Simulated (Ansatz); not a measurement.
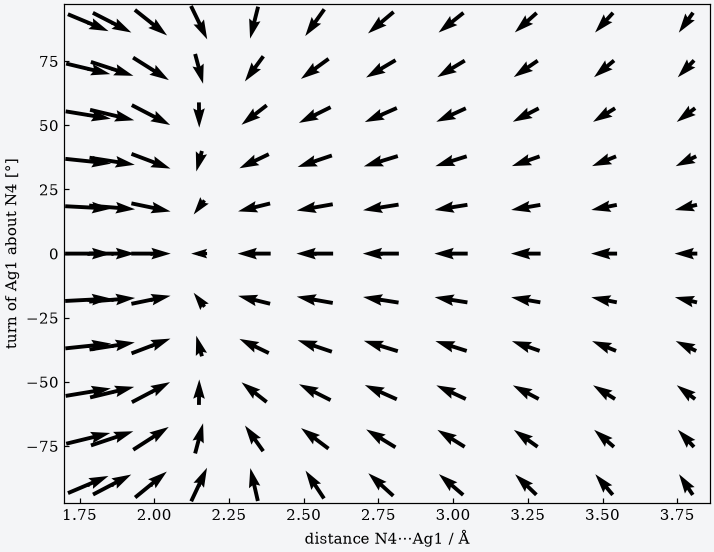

C₂H₃AgN, charge +1. 
- The turn is about an axis along (0.00, −0.96, −0.27) in the frame of the relaxed pair, normal to the line between the partners.
- Coordinates scanned: (1) distance N4···Ag1; (2) turn of Ag1 about N4.
- The grid has 11 × 11 points.
- Points are written as (first, second).
- Level of theory: Ansatz, RKS PBE0-D4/def2-SVPD.

Drawn: dots at the grid points, arrows along the force (downhill), their lengths compressed.

**The arrows alone are given. Where is the energy lowest?**

The arrows converge at about (2.118 Å, 0°) (read from the interpolated surface).

The energy map of the same scan:

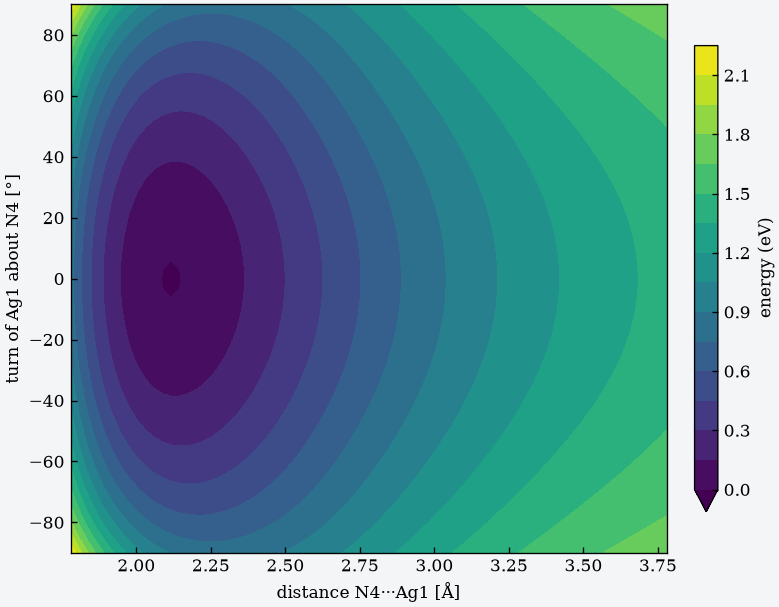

Energies are in eV, from the lowest grid point; between grid points the surface is interpolated.
